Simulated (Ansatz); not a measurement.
**AsH2 (SMILES [AsH2]): the highest harmonic wavenumber at each level's own minimum, rung by rung**

AsH2, doublet, SMILES `[AsH2]`. Each level relaxes the structure for itself.

Quantity: the highest harmonic wavenumber at each level's own minimum, in cm⁻¹. The values are calculated.

```
                level                   kind  program  value (cm⁻¹)  less CCSD(T)/def2-TZVP
     USVWN5/def2-TZVP                    LDA   Ansatz          2144                     -77
UPBE-D3(BJ)/def2-TZVP                    GGA   Ansatz          2124                     -97
   UPBE0-D4/def2-TZVP          global hybrid   Ansatz          2209                     -12
   UCCSD(T)/def2-TZVP  coupled cluster or CI   Ansatz          2221                       0
```

UCCSD(T)/def2-TZVP is the highest level here, not the true value. All-electron rows without a relativistic Hamiltonian named are non-relativistic. Harmonic and unscaled. The values span 2124 to 2221 cm⁻¹. In the correlated wave-function rows the outer d shell of As is correlated, in sets not made for it.

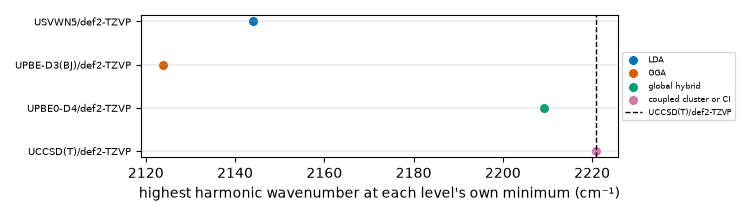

The values of the table, level by level.
